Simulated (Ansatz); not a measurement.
**PtGe, pressure series**

Base system: PtGe (space group Pnma, No. 62; a = 5.8187 Å, b = 3.7571 Å, c = 6.1752 Å).

Cell and atoms are relaxed at each pressure.

Computed with DFT with PBE, PAW potentials and a 420 eV plane-wave cutoff in Ansatz (a program for electronic structure), without spin-orbit coupling.

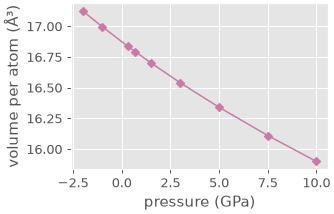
*Volume against pressure*

Problem. Estimate the zero-pressure bulk modulus from the plot.

Solution. About 140 GPa; a third-order Birch–Murnaghan fit to the points gives V₀ = 16.88 Å³/atom, B₀ = 142 GPa and B₀′ = 5.7.

Load acts through the strain it causes; cell and atoms are relaxed under it. No phonon test of stability was made. Competing high-pressure phases were not computed. All final runs are without spin polarisation.
